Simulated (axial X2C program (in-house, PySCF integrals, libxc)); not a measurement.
**AsSH: bond lengths and stretches, held linear**

How do method and spin–orbit coupling move the bonds and stretches of AsSH, held linear?

The runs use an in-house X2C program for linear molecules on PySCF integrals; all-electron X2C, two-component (2c) or spin-free, As dyall-v3z, S dyall-av3z, H dyall-v3z.

All values are calculated.

2 further runs of the same task are left out: 2 set aside as unsound or not needed.

### 1 The job

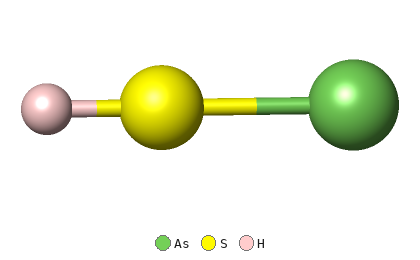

The atoms on one line, bonds 2.240 and 1.340 Å (arsenic green, sulfur yellow, hydrogen pink).

task.json

```json
{"zs": [33, 16, 1], "q": 0, "bas": ["dyall-v3z", "dyall-av3z", "dyall-v3z"], "r0": [2.24, 1.34], "symm": 0, "scan": ["PBE0", "HF", "LDA"], "levels": ["PBE0", "HF", "B3LYP"], "nst": 2}
```

Keys: zs atomic numbers; q charge; bas basis sets; r0 starting distance in Å; symm equal bonds; scan levels of the two-bond scan (MP2 follows by itself at each HF point); levels methods; nst determinants followed.

The run is started by

```
> python solin.py task.json out
```

Masses As 74.922, S 31.972, H 1.008 u.

### 2 Scan at PBE0, 2c

State: Ω = 1 (beyond evenly filled blocks: ω = -1/2, ω = 3/2). Energies above the lowest point, from the job's result record:

```csv
r(As–S) (Å),r(S–H) (Å),E (meV)
2.1138,1.3046,36.57
2.1138,1.3380,22.22
2.1138,1.3715,38.00
2.1680,1.3046,14.62
2.1680,1.3380,0.00
2.1680,1.3715,15.53
2.1680,1.4049,56.20
2.2222,1.3046,37.80
2.2222,1.3380,22.85
2.2222,1.3715,38.06
2.2764,1.3380,81.06
2.2764,1.4049,135.92
```

A quadratic surface with cubic terms in each bond gives the minimum at 2.166 and 1.337 Å, force constants 2.48, 4.34 and coupling -0.03 mdyn/Å.

### 3 Scan at HF, 2c

State: Ω = 1 (beyond evenly filled blocks: ω = -1/2, ω = 3/2). Energies above the lowest point, from the job's result record:

```csv
r(As–S) (Å),r(S–H) (Å),E (meV)
2.1138,1.3046,61.70
2.1138,1.3380,61.56
2.1138,1.3715,92.31
2.1680,1.3046,7.71
2.1680,1.3380,7.22
2.1680,1.3715,37.64
2.1680,1.4049,93.78
2.2222,1.3046,0.87
2.2222,1.3380,0.00
2.2222,1.3715,30.05
2.2764,1.3380,29.97
2.2764,1.4049,115.01
```

A quadratic surface with cubic terms in each bond gives the minimum at 2.204 and 1.322 Å, force constants 2.21, 4.76 and coupling -0.03 mdyn/Å.

### 4 Scan at LDA, 2c

State: Ω = 1 (beyond evenly filled blocks: ω = -1/2, ω = 3/2). Energies above the lowest point, from the job's result record:

```csv
r(As–S) (Å),r(S–H) (Å),E (meV)
2.1138,1.3046,35.25
2.1138,1.3380,8.67
2.1138,1.3715,11.89
2.1680,1.3046,26.78
2.1680,1.3380,0.00
2.1680,1.3715,3.02
2.1680,1.4049,30.98
2.2222,1.3046,61.05
2.2222,1.3380,33.98
2.2222,1.3715,36.74
2.2764,1.3380,101.21
2.2764,1.4049,131.02
```

A quadratic surface with cubic terms in each bond gives the minimum at 2.151 and 1.351 Å, force constants 2.49, 4.01 and coupling -0.02 mdyn/Å.

### 5 The levels side by side

| level | r(As–S) (Å) | r(S–H) (Å) | lower stretch (cm⁻¹) | upper stretch (cm⁻¹) |
| --- | --- | --- | --- | --- |
| PBE0, 2c | 2.166 | 1.337 | 428.5 | 2748.1 |
| HF, 2c | 2.204 | 1.322 | 404.7 | 2878.1 |
| LDA, 2c | 2.151 | 1.351 | 429.4 | 2639.6 |
| MP2, 2c | 2.180 | 1.332 | 430.1 | 2785.0 |
| PBE0, spin-free | 2.165 | 1.336 | 429.4 | 2752.2 |
| HF, spin-free | 2.203 | 1.321 | 405.9 | 2882.1 |
| LDA, spin-free | 2.149 | 1.350 | 430.4 | 2647.0 |
| MP2, spin-free | 2.179 | 1.332 | 430.5 | 2785.1 |

Scans not shown above were run alike.

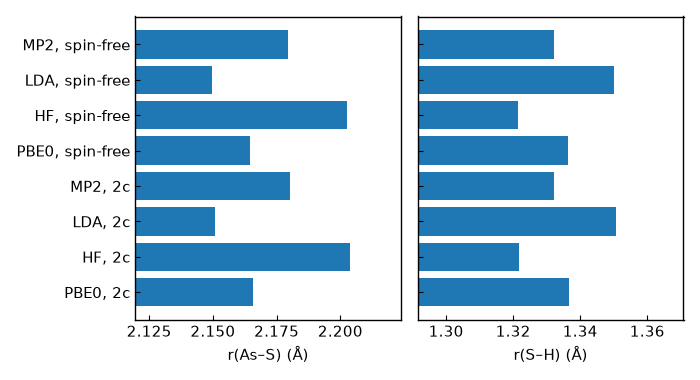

The two bond lengths by level.

In words: Over the levels the As–S bond spans 2.149 to 2.204 Å and the S–H bond 1.321 to 1.351 Å. At PBE0 going from spin-free to two-component moves the bonds by +0.001 and +0.000 Å. Each state is one determinant, the lowest of a limited PBE0 search; the stretches come from a fit to few points and are good to some per cent at best. MP2 freezes inner shells (threshold -2 hartree). The molecule was held linear; bending was not examined, so a bent shape may lie lower. Open-shell Ω = 0 determinants with evenly filled partner blocks cannot be reached by this program, so the Ω shown need not be the lowest component. Note: several unpaired electrons, one determinant need not be a pure state.
